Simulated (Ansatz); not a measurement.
# Fields on a plane of AlNi (CsCl type)

```
AlNi
1.0
    2.89266     0.00000     0.00000
    0.00000     2.89266     0.00000
    0.00000     0.00000     2.89266
Al Ni
1 1
Direct
  0.00000   0.00000   0.00000
  0.50000   0.50000   0.50000
```

The slice is a {210} plane (indices of the conventional cell) through the point (0.000, 0.000, 0.000) (fractional), spanned by u = [100] and v = [021] in vectors of this cell: u (2.89 Å) and v (6.47 Å, at 90° to u). It covers one period; positions are fractions (u, v).

Atoms on it: Al at (0.00, 0.00). Other atoms lie within 1 Å of the plane.

Calculation: PBE (plane waves to 420 eV, PAW, scalar-relativistic; Ansatz, a quantum-chemistry and plane-wave program). k mesh 16×16×16. These are valence fields of a PAW run, semicore shells included where kept as valence: close to a nucleus they are smooth pseudo fields. AlNi is run without spin polarisation. AlNi was relaxed with its symmetry unable to fall. The PAW data are Ansatz's earlier set.

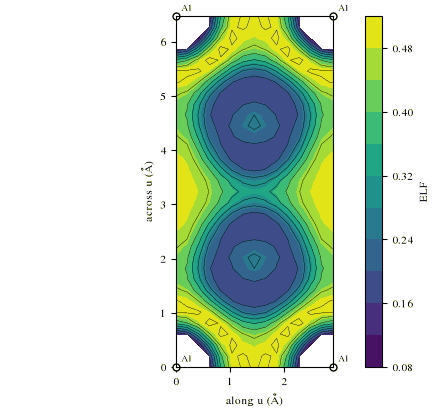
*Electron localisation function (ELF), one period of the plane, atoms marked. Points within 0.5 Å of a nucleus are left white, as the pseudised field means little there.*

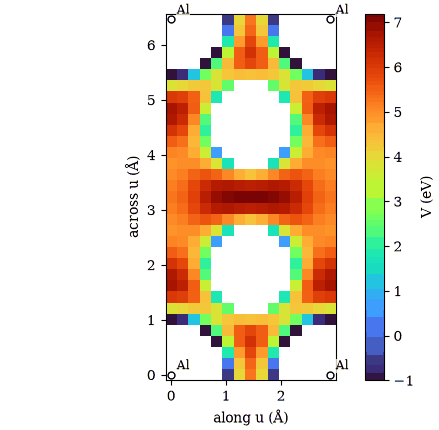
Fig. 1. Electrostatic potential energy of an electron, from the cell's mean, in eV, one period of the plane, atoms marked. Points within 1 Å of a nucleus are left white, as the pseudised field means little there. Values under -1 eV are set to -1. The zero, the cell's mean, hangs on the PAW cores.
